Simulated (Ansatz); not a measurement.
# BClH₆NSi₂ radical: small, medium and large basis sets

Aim: see how fast density functionals converge with the basis set for BClH₆NSi₂ radical.

The runs use Ansatz 0.2.0, Gaussian basis; one geometry, several basis sets.

Levels to be run: PBE0-D4/def2-SVP; ωB97M-V/def2-SVP; PBE0-D4/def2-QZVPP; ωB97M-V/def2-QZVPP; the functionals' def2-TZVPP values are taken from earlier runs.

### Step 1. The geometry

All runs share one geometry, relaxed beforehand with PBE0-D4 in a triple-zeta def2 set.

SMILES `BN([SiH2])[SiH2]Cl`, 11 atoms, charge 0, spin multiplicity 2.

Atoms are counted from 1 here; the program's logs count them from 0.

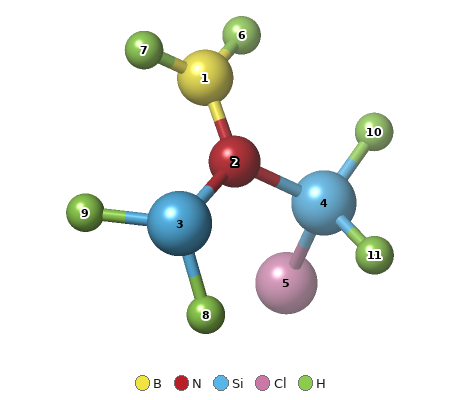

The geometry (boron yellow, nitrogen red, silicon blue, chlorine pink, hydrogen green); atoms are numbered from 1 in the order of the file.

### Step 2. PBE0-D4 in def2-SVP

Contents of in.yaml:

```yaml
crystal:
  periodic: [false, false, false]
  atoms:
    - {symbol: B, position_ang: [0.604909, 1.191530, 0.969154]}
    - {symbol: N, position_ang: [0.213284, 0.025655, 0.267692]}
    - {symbol: Si, position_ang: [-0.204713, -1.422559, 1.174720]}
    - {symbol: Si, position_ang: [0.141157, 0.031544, -1.470225]}
    - {symbol: Cl, position_ang: [-1.796545, 0.268517, -2.101959]}
    - {symbol: H, position_ang: [0.878206, 2.187855, 0.363490]}
    - {symbol: H, position_ang: [0.661101, 1.164536, 2.166618]}
    - {symbol: H, position_ang: [-0.955252, -2.329647, 0.261500]}
    - {symbol: H, position_ang: [-1.020135, -1.051758, 2.361610]}
    - {symbol: H, position_ang: [0.940600, 1.156103, -1.992590]}
    - {symbol: H, position_ang: [0.602888, -1.278777, -1.979413]}
basis:
  gaussian: {orbitals: def2-SVP}
magnetization: {spin_polarized: true, initial_magnetization: 1}
hamiltonian: {xc: pbe0, dispersion: d4}
output: {orbitals: {seedname: orbitals}}
```

On the command line:

```bash
$ ansatz run in.yaml --threads 2 --pin off --events-out ev --progress --plain --max-ram 32768MiB --backend cpu
```

The program printed:

```text
Functional definition: PBE0
  name "PBE0"
  cite "Adamo & Barone, J. Chem. Phys. 110, 6158 (1999) doi:10.1063/1.478522"
  cite "Perdew, Burke & Ernzerhof, Phys. Rev. Lett. 77, 3865 (1996) doi:10.1103/PhysRevLett.77.3865"
  parent pbe
  parameter a = 0.25
  parameter kappa = 0.804
  parameter beta = 0.06672455060314922
  exchange = (1 - a)*pbe_x(kappa = kappa, mu = beta*pi^2/3) + a*exact_x
  correlation = pbe_c(beta = beta)
1084 factors; integrals over basis functions are off by at most 1.1e-3 eV
mean field evaluation 1: about -30514.6807 eV, gradient 3.2e1 eV
mean field evaluation 2: about -30506.3475 eV, gradient 5.2e1 eV
mean field evaluation 4: about -30519.2477 eV, gradient 2.2e0 eV
mean field evaluation 8: about -30519.3570 eV, gradient 1.0e-1 eV
mean field evaluation 16: about -30519.3571 eV, gradient 1.6e-4 eV
mean field -30519.35706620 eV, -1121.5656854195 hartree, gradient 1.7e-5 eV, S^2 0.751663; 0 other end points of the search recorded, 0 dependent functions left out
reference -30519.35709584 eV, -1121.5656865088 hartree; 32, 31 occupied and 80, 81 virtual orbitals, 1084 factors
Total energy: -30519.64598482 eV, -1121.5763029830 hartree
```

Wall time 5.5 s (2 threads of AMD EPYC 7R13, shared host).

### Step 3. ωB97M-V in def2-SVP

Changes to in.yaml since step 2:

```diff
@@ -17,3 +17,3 @@
 magnetization: {spin_polarized: true, initial_magnetization: 1}
-hamiltonian: {xc: pbe0, dispersion: d4}
+hamiltonian: {xc: {name: wB97M-V}}
 output: {orbitals: {seedname: orbitals}}
```

Same command.

The program printed (excerpt; [...] marks lines left out):

```text
Functional definition: wB97M-V
  name "wB97M-V"
  cite "Mardirossian & Head-Gordon, J. Chem. Phys. 144, 214110 (2016) doi:10.1063/1.4952647"
  cite "Becke, J. Chem. Phys. 107, 8554 (1997) doi:10.1063/1.475007"
  cite "Vydrov & Van Voorhis, J. Chem. Phys. 133, 244103 (2010) doi:10.1063/1.3521275"
  # Of w^i u^j: cxij and so on, Table III.
[...]
  gx(w, u) = 1 - cx + cx01*u + cx10*w
  gss(w, u) = css00 + css04*u^4 + css10*w + css20*w^2 + css43*w^4*u^3
  gos(w, u) = cos00 + cos10*w + (cos20 + cos21*u)*w^2 + (cos60 + cos61*u)*w^6
[...]
      + integral(e_c_pw_mod_opposite_spin*gos(b97_w_opposite, b97_u_opposite)) + vv10(b, c)
1084 factors; integrals over basis functions are off by at most 1.1e-3 eV
369 factors; integrals over basis functions are off by at most 1.0e-5 eV
[...]
mean field -30529.98742150 eV, -1121.9563437715 hartree, gradient 8.4e-5 eV, S^2 0.750834; 0 other end points of the search recorded, 0 dependent functions left out
reference -30529.98746682 eV, -1121.9563454370 hartree; 32, 31 occupied and 80, 81 virtual orbitals, 1084 factors
Total energy: -30529.98746682 eV, -1121.9563454370 hartree
```

Run time: 15 s. Hardware: 2 threads of AMD EPYC 7R13, shared host; peak memory 0.63 GiB.

### Step 4. PBE0-D4 in def2-QZVPP

Changes to in.yaml since step 3:

```diff
@@ -15,5 +15,5 @@
 basis:
-  gaussian: {orbitals: def2-SVP}
+  gaussian: {orbitals: "def2-QZVPP.json"}
 magnetization: {spin_polarized: true, initial_magnetization: 1}
-hamiltonian: {xc: {name: wB97M-V}}
+hamiltonian: {xc: pbe0, dispersion: d4}
 output: {orbitals: {seedname: orbitals}}
```

On the command line:

```bash
$ ansatz run in.yaml --threads 2 --pin off --events-out ev --progress --plain --max-ram 32768MiB --backend cuda --devices 0, --max-vram 18GiB
```

The program printed:

```text
Functional definition: PBE0
  name "PBE0"
  cite "Adamo & Barone, J. Chem. Phys. 110, 6158 (1999) doi:10.1063/1.478522"
  cite "Perdew, Burke & Ernzerhof, Phys. Rev. Lett. 77, 3865 (1996) doi:10.1103/PhysRevLett.77.3865"
  parent pbe
  parameter a = 0.25
  parameter kappa = 0.804
  parameter beta = 0.06672455060314922
  exchange = (1 - a)*pbe_x(kappa = kappa, mu = beta*pi^2/3) + a*exact_x
  correlation = pbe_c(beta = beta)
1872 factors; their error is unknown
mean field evaluation 1: about -30525.3811 eV, gradient 4.3e1 eV
mean field evaluation 2: about -30506.5802 eV, gradient 7.2e1 eV
mean field evaluation 4: about -30532.8546 eV, gradient 3.1e0 eV
mean field evaluation 8: about -30532.8995 eV, gradient 6.8e-2 eV
mean field evaluation 16: about -30532.9245 eV, gradient 2.3e-4 eV
mean field -30532.92452957 eV, -1122.0642805023 hartree, gradient 6.8e-5 eV, S^2 0.752411; 0 other end points of the search recorded, 0 dependent functions left out
reference -30532.92457509 eV, -1122.0642821748 hartree; 32, 31 occupied and 472, 473 virtual orbitals, 1872 factors
Total energy: -30533.21346407 eV, -1122.0748986490 hartree
```

Run time: 18 s. Hardware: 1 × H100 (card shared with other runs) with 2 threads of AMD EPYC 7R13, shared host; peak host memory 1.2 GiB.

### Step 5. ωB97M-V in def2-QZVPP

Changes to in.yaml since step 4:

```diff
@@ -17,3 +17,3 @@
 magnetization: {spin_polarized: true, initial_magnetization: 1}
-hamiltonian: {xc: pbe0, dispersion: d4}
+hamiltonian: {xc: {name: wB97M-V}}
 output: {orbitals: {seedname: orbitals}}
```

Same command.

The program printed (excerpt; [...] marks lines left out):

```text
Functional definition: wB97M-V
  name "wB97M-V"
  cite "Mardirossian & Head-Gordon, J. Chem. Phys. 144, 214110 (2016) doi:10.1063/1.4952647"
  cite "Becke, J. Chem. Phys. 107, 8554 (1997) doi:10.1063/1.475007"
  cite "Vydrov & Van Voorhis, J. Chem. Phys. 133, 244103 (2010) doi:10.1063/1.3521275"
  # Of w^i u^j: cxij and so on, Table III.
[...]
  gx(w, u) = 1 - cx + cx01*u + cx10*w
  gss(w, u) = css00 + css04*u^4 + css10*w + css20*w^2 + css43*w^4*u^3
  gos(w, u) = cos00 + cos10*w + (cos20 + cos21*u)*w^2 + (cos60 + cos61*u)*w^6
[...]
      + integral(e_c_pw_mod_opposite_spin*gos(b97_w_opposite, b97_u_opposite)) + vv10(b, c)
1816 factors; their error is unknown
427 factors; integrals over basis functions are off by at most 2.1e-5 eV
[...]
mean field -30543.59079215 eV, -1122.4562584222 hartree, gradient 8.5e-6 eV, S^2 0.751176; 0 other end points of the search recorded, 0 dependent functions left out
reference -30543.59086353 eV, -1122.4562610451 hartree; 32, 31 occupied and 472, 473 virtual orbitals, 1816 factors
Total energy: -30543.59086353 eV, -1122.4562610451 hartree
```

Wall time 15 s (1 × H100 (card shared with other runs) with 2 threads of AMD EPYC 7R13, shared host); peak host memory 1.4 GiB.

### Step 6. Functionals by basis

The def2-TZVPP values come from earlier runs at the same geometry.

```tsv
functional	basis	functions	energy (eV)	from the largest (eV)	HOMO (eV)	LUMO (eV)
PBE0-D4	def2-SVP	112	-30519.6460	13.567	-6.23	-2.52
PBE0-D4	def2-TZVPP	272	-30532.1629	1.051	-6.25	-2.55
PBE0-D4	def2-QZVPP	504	-30533.2135	0.000	-6.26	-2.57
ωB97M-V	def2-SVP	112	-30529.9875	13.603	-7.96	-0.85
ωB97M-V	def2-TZVPP	272	-30542.6062	0.985	-8.01	-0.96
ωB97M-V	def2-QZVPP	504	-30543.5909	0.000	-8.03	-1.01
```

### Step 7. Results

| quantity | value |
| --- | --- |
| PBE0-D4: double and triple zeta above quadruple | 13.57, 1.05 eV |
| ωB97M-V: double and triple zeta above quadruple | 13.60, 0.98 eV |

In words: For PBE0-D4 the step from double to triple zeta gains 12.52 eV and the next only 1.05 eV. These are total energies; as a rule much of such shifts cancels in differences, which this series doesn't test.
